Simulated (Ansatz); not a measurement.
# Pb2SeO (built on the sites of a database entry of PbSe): following an unstable mode, part 3 of 3

Which phase does Pb2SeO (built on the sites of a database entry of PbSe) fall into along its unstable mode, and how much energy does it gain?

Ansatz 0.2.0; DFT PBEsol, scalar-relativistic, plane waves, PAW.

So far. Step 5 (Energy along the mode, all amplitudes (two of the runs …): The lowest of the steps tried is the last one, at 0.6 Å, 45.5 meV/atom below the parent; the bottom of the well need not coincide with a step. Step 7 (The new phase in its own primitive cell): The largest force component left is 0.92 meV/Å and the pressure is -0.001 GPa, within the tolerances set. The cell now holds 24.75 Å³/atom.

The structure was built from a prototype and need not be the compound's stable phase.

**8. Modes of the new phase, k-mesh 6×6×4**

A relaxed structure may still be a saddle point, so its zone-centre modes are computed. The response to a homogeneous field gives the Born charges and the dielectric tensor.

input.yaml reads:

```yaml
crystal:
  lattice:
    - [4.0278599129, 0.0, 0.0024927234]
    - [0.0, 3.9364210371, 0.0]
    - [-1.1601282659, 0.0, 6.2436650739]
  atoms:
    - { symbol: Pb, position: [0.3433499165, 0.0, 0.7901852163] }
    - { symbol: Pb, position: [0.6856173895, 0.5, 0.366548306] }
    - { symbol: Se, position: [0.0505602839, 0.0, 0.169302353] }
    - { symbol: O, position: [0.0649662608, 0.5, 0.6739641248] }
kpoints:
  mp_grid: { grid: [6, 6, 4] }
hamiltonian:
  xc: pbesol
scf:
  occupations: { method: fixed }
output:
  eigenvalues: true
phonons:
  method: dfpt
  dielectric: true
  rigid_motions: translations
```

The run is started by

```sh
$ ansatz run input.yaml --threads 8 --pin off --max-ram 14336MiB --backend cpu --events-out ev --progress --plain --runs-dir out
```

Numbers of over 12 decimals in the logs are rounded to 6 here.

What it wrote:

```text
[...]
Crystal: 4 atoms, lattice volume = 99.007 Å³
Basis set: ecut = 420 eV, 1943 PW (Γ), exchange–correlation on 54×54×90 points (8 copies of the dense FFT grid, shifted against one another)
Bands: 30, of which v1, the nominal top of the filled ones, is band 25 counted from 1 (24 counted from 0)
Symmetry: 2 space group operations
k-points: 76 of 144 (irreducible under 1 space group operation, time reversal used)
[...]
SCF iter   1: F=—  HF=-29494.976892 eV  |F-HF|=—  |Δ(HF+E_count)|=         —  Δρ=1.03e-2  dr2=1.01e-1  ethr=1.77e-3  ⟨swp⟩=5.0  Hψ=8993  notcnv=0  defer=222
[...]
SCF iter  10: F=-29494.957873 eV  HF=-29494.957873 eV  |F-HF|=1.82e-11  |Δ(HF+E_count)|=  2.95e-10  Δρ=1.73e-7  dr2=4.09e-11  ethr=1.00e-12  ⟨swp⟩=13.7  Hψ=15416  notcnv=0
SCF 1 converged in 10 iterations: F = -29494.957873 eV  dr2 = 4.09e-11
[...]
NSCF: frozen V_eff on 2 k-points
[...]
Bands: 26, of which v1, the nominal top of the filled ones, is band 25 counted from 1 (24 counted from 0)
k-points: 288
[...]
Eigensolver: Dense (288 Hₖ)
SCF iter   1: F=—  HF=-29494.946074 eV  |F-HF|=—  |Δ(HF+E_count)|=         —  Δρ=2.38e-4  dr2=1.96e-5  ethr=1.00e-1
[...]
SCF iter   5: F=-29494.946078 eV  HF=-29494.946078 eV  |F-HF|=5.74e-9  |Δ(HF+E_count)|=   4.20e-8  Δρ=3.43e-6  dr2=1.28e-8  ethr=2.02e-10
SCF 1 converged in 5 iterations: F = -29494.946078 eV  dr2 = 1.28e-8
[...]
SCF converged after 10 iterations
Free energy (F): -29494.957873 eV
[...]
Internal energy: -29494.957873 eV  (E = F + TS)
E sigma→0 (E₀):  -29494.957873 eV
Fermi energy:    8.258290 eV
[...]
--- Band table (eV; the first three rows and the last of 76) ---
  k-point 0: bands = [... 21 lower, 6.2187, 6.6923, 7.0639, 7.2459, 10.3838, 11.1736, 13.2124, 13.2852, ... 1 higher]
  k-point 1: bands = [... 21 lower, 6.2015, 6.5636, 6.9612, 7.3778, 10.3393, 11.5248, 12.7282, 13.2263, ... 1 higher]
  k-point 2: bands = [... 21 lower, 6.2273, 6.4758, 6.8540, 7.5187, 10.5220, 11.0745, 13.1063, 13.2380, ... 1 higher]
  k-point 75: bands = [... 21 lower, 4.8623, 5.1959, 6.6221, 6.9887, 10.5081, 11.0115, 11.6225, 11.8634, ... 1 higher]
[...]
ASR residual: 1.313e-4 → 0.000e0 eV/Å²; symmetrization residual: 1.195e-5 eV/Å²
  ASR residual per site (eV/Å²): 1.31e-4 1.13e-4 7.19e-5 5.15e-5
[...]
ε∞ (high-frequency dielectric tensor):
       13.620005     0.000000    -0.331995
        0.000000    10.778735     0.000000
       -0.331995     0.000000    10.785734
  ε⁰ (static dielectric tensor: ions relaxed, cell fixed):
       32.912365     0.000000    -2.381417
        0.000000    19.689808     0.000000
       -2.381417     0.000000    28.933084
  ε⁰ − ε∞ (ionic part):
       19.292360     0.000000    -2.049422
        0.000000     8.911072     0.000000
       -2.049422     0.000000    18.147350
[...]
Born effective charges Z* (e; rows j = field, columns β = displacement):
    site 0:
         2.22747    0.00000   -0.41701
         0.00000    3.18443    0.00000
        -0.00732    0.00000    3.22051
    site 1:
         4.07037    0.00000    0.27935
         0.00000    2.63237    0.00000
         0.33896    0.00000    2.96119
    site 2:
        -4.09008    0.00000    0.98190
         0.00000   -2.65860    0.00000
         0.84445    0.00000   -2.82906
    site 3:
        -2.20776    0.00000   -0.84423
         0.00000   -3.15819    0.00000
        -1.17609    0.00000   -3.35265
  Z* charge neutrality: 2.920e-3 e pre-enforcement
  solved inside a basis spanned on kpoints, on 12×12×8 k-points transformed towards the longest dipole: ε∞ is read to err by 7.2e-2, Z* by 4.9e-2 e (field_mesh: kpoints solves on kpoints); Z* is corrected for what the basis lacks
  optical modes at Γ without the LO–TO term, one row a degenerate level:
      ω (cm⁻¹)  modes    IR ((D/Å)²/amu)
         41.93      1             0.0271
         47.75      1             0.7748
         83.52      1             3.5044
         89.51      1             2.3102
        119.54      1             1.8255
        137.93      1             8.6093
        159.20      1             0.2787
        246.95      1            16.4959
        400.38      1            23.0667
  optical modes at Γ + LO–TO along q̂ = [1.0000, 0.0000, 0.0000]:
      ω (cm⁻¹)  modes    IR ((D/Å)²/amu)
         41.93      1             0.0271
         47.89      1             0.7778
         87.93      1             1.9071
        102.17      1             0.9526
        119.54      1             1.8255
        159.16      1             0.4461
        172.18      1            11.1561
        246.95      1            16.4959
        413.83      1            23.3045
  optical modes at Γ + LO–TO along q̂ = [0.0000, 1.0000, 0.0000]:
      ω (cm⁻¹)  modes    IR ((D/Å)²/amu)
         42.28      1             0.0079
[...]
159.20      1             0.2787
        309.07      1            17.7466
        400.38      1            23.0667
  optical modes at Γ + LO–TO along q̂ = [0.0000, 0.0000, 1.0000]:
      ω (cm⁻¹)  modes    IR ((D/Å)²/amu)
         41.93      1             0.0271
         53.99      1             0.2044
         84.28      1             4.2284
         99.17      1             0.5112
        119.54      1             1.8255
        154.75      1             4.0790
        166.15      1             5.2933
        246.95      1            16.4959
        443.01      1            24.2279
```

It took 65 s on 8 threads of Intel Xeon Platinum 8488C (Sapphire Rapids), shared host; peak memory 2.6 GiB.

Numbers from this step:

```yaml
sum_rule_residual_before_enforcement: 1.31e-4 eV/Å²
miss_of_the_charge_sum_rule: 0.002920 e
estimated_error_of_the_dielectric_tensor: 0.07170
estimated_error_of_the_born_charges: 0.04896 e
point_group: m
highest_optical_mode_at_the_zone_centre_no_lo_to_term: 400.4 cm⁻¹
lowest_optical_zone_centre_mode: 41.93 cm⁻¹
mean_high_frequency_dielectric_constant: 11.73
largest_born_charge_third_of_the_trace: 3.221 e
mean_static_dielectric_constant: 27.18
top_of_the_zone_centre_spectrum_with_the_field: 443.0 cm⁻¹
```

Without the LO-TO term. Patterns of degenerate modes are one choice out of their space. The modes at Γ (shares of kinetic energy by element, %):

| mode | frequency (cm⁻¹) | symmetry | Pb % | Se % | O % |
| --- | --- | --- | --- | --- | --- |
| 1 | 0.0 | acoustic | 81 | 16 | 3 |
| 2 | 0.0 | acoustic | 81 | 16 | 3 |
| 3 | 0.0 | acoustic | 81 | 16 | 3 |
| 4 | 41.9 | A'' | 80 | 16 | 4 |
| 5 | 47.8 | A' | 56 | 35 | 9 |
| 6 | 83.5 | A' | 51 | 48 | 1 |
| 7 | 89.5 | A' | 82 | 2 | 15 |
| 8 | 119.5 | A'' | 32 | 68 | 0 |
| 9 | 137.9 | A' | 34 | 45 | 21 |
| 10 | 159.2 | A' | 10 | 38 | 51 |
| 11 | 246.9 | A'' | 7 | 0 | 93 |
| 12 | 400.4 | A' | 3 | 1 | 96 |

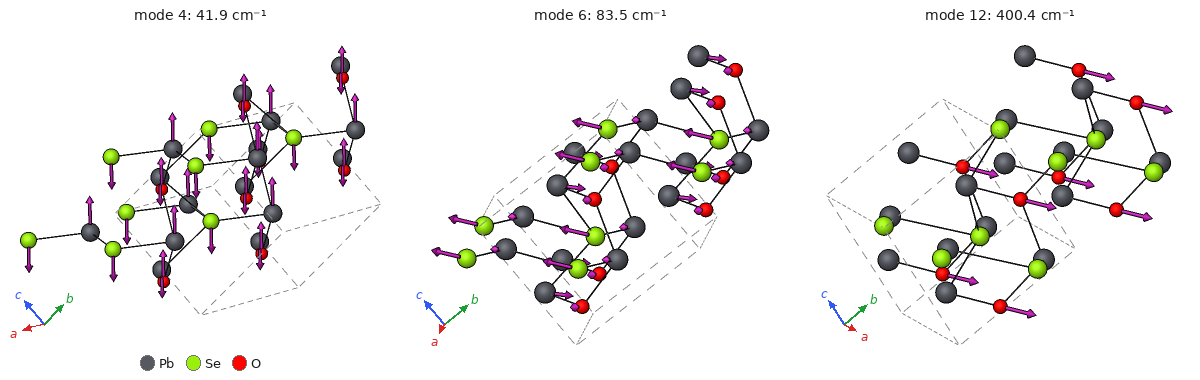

Displacement patterns of modes 4, 6 and 12 at Γ; arrows are exaggerated. 2×2×1 conventional cells are drawn.

Optical modes at the zone centre, without and with the macroscopic field of the longitudinal modes; each column is sorted by frequency, so a row need not hold one and the same mode. Modes with and without the field, by row:

| rank among optical modes | no field (cm⁻¹) | q along (1, 0, 0) (cm⁻¹) | q along (0, 1, 0) (cm⁻¹) | q along (0, 0, 1) (cm⁻¹) |
| --- | --- | --- | --- | --- |
| 1 | 41.9 | 41.9 | 42.3 | 41.9 |
| 2 | 47.8 | 47.9 | 47.8 | 54 |
| 3 | 83.5 | 87.9 | 83.5 | 84.3 |
| 4 | 89.5 | 102.2 | 89.5 | 99.2 |
| 5 | 119.5 | 119.5 | 128 | 119.5 |
| 6 | 137.9 | 159.2 | 137.9 | 154.8 |
| 7 | 159.2 | 172.2 | 159.2 | 166.2 |
| 8 | 246.9 | 246.9 | 309.1 | 246.9 |
| 9 | 400.4 | 413.8 | 400.4 | 443 |

Born charge (rows field, columns displacement) (e), principal values of the symmetric part by kind of site:

| atom | atoms with these values | low | middle | high | mean |
| --- | --- | --- | --- | --- | --- |
| Pb1 | 1 | 2.18 | 3.18 | 3.26 | 2.88 |
| Pb2 | 1 | 2.63 | 2.88 | 4.15 | 3.22 |
| Se3 | 1 | -4.57 | -2.66 | -2.35 | -3.19 |
| O4 | 1 | -3.94 | -3.16 | -1.62 | -2.91 |

In full for O4:

```
-2.21  0.00 -0.84
 0.00 -3.16  0.00
-1.18  0.00 -3.35
```

High-frequency dielectric tensor:

```
13.62  0.00 -0.33
 0.00 10.78  0.00
-0.33  0.00 10.79
```

Static dielectric tensor (ions relaxed, fixed cell):

```
32.91  0.00 -2.38
 0.00 19.69  0.00
-2.38  0.00 28.93
```

Transverse modes. Infrared lines, with heights relative to the strongest:

| position (cm⁻¹) | label | relative intensity |
| --- | --- | --- |
| 42 | A'' | 0.1 |
| 48 | A' | 3.4 |
| 84 | A' | 15 |
| 90 | A' | 10 |
| 120 | A'' | 7.9 |
| 138 | A' | 37 |
| 159 | A' | 1.2 |
| 247 | A'' | 72 |
| 400 | A' | 100 |

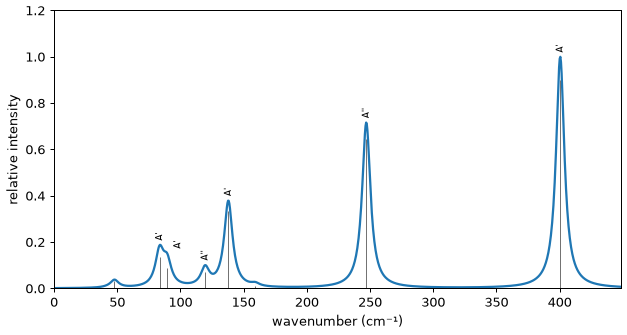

The infrared spectrum, broadened with Lorentzians of width 8 cm⁻¹; bars mark the lines.

Before it was imposed, the acoustic sum rule was missed by 1.3e-4 eV/Å² and the charge sum rule by 0.0029 e. Small misses are needed for a sound result but don't prove that mesh and cutoff are converged. The lowest optical mode is real, 41.9 cm⁻¹.

The log warns of the k mesh: “the force constants stand on the 6×6×4 k-mesh, whose period is 9.16 times the interband length at k = (0.0000, -0.5000, -0.5000), direct gap 1.812 eV, under 14: take them and everything formed from them as unconverged”.

**9. Summary of results**

```
unstable mode of the parent                                                      : q = (0, 0, 0), 180i cm⁻¹
depth at the lowest point sampled                                                : 45.5 meV/atom
largest atomic shift at that point                                               : 0.6 Å
space group reached (within 0.01 Å)                                              : Pm
energy gained over the parent (first relaxation, on the mesh of the frozen mode) : 92.1 meV/atom
volume per atom, phase reached                                                   : 24.8 Å³
gap on the k-mesh, phase reached                                                 : 0.515 eV
lowest optical zone-centre mode, phase reached                                   : 41.9 cm⁻¹
highest optical mode at the zone centre (no LO-TO term), phase reached           : 400 cm⁻¹
```

In words: Along this mode the structure falls into Pm, 92.1 meV/atom below the parent. At the parent's cell the well is 45.54 meV/atom deep on the steps tried, with its lowest point at a shift of 0.6 Å. That is the last step tried, so the steps alone don't bracket the bottom of the well. Relaxing atoms and cell changes the gain by +46.51 meV/atom against the lowest step (energies at zero smearing). The new phase has no imaginary mode at the zone centre of its cell; other wavevectors were not checked. Of the 2 patterns followed to their end from this parent, this one reaches the lowest energy. Each path keeps the symmetry of its pattern, so a lower phase may lie along a pattern not tried. With the field response the log warns that the k mesh is coarse for the force constants too, so the frequencies may not be converged. Spin-orbit coupling is left out, which can matter for the heavy elements here. The starting cell was built on a prototype and not taken from a measurement, so the phase need not exist.

[Logs are printed without paths, hosts, clocks, repeated set-up lines and the standing remarks that a program may print on its own settings, such as how far it seeks lower states.]

[Hosts, paths, dates, database ids (printed as entryN), source tags and the programs' standing remarks are cut or masked in the printed files.]
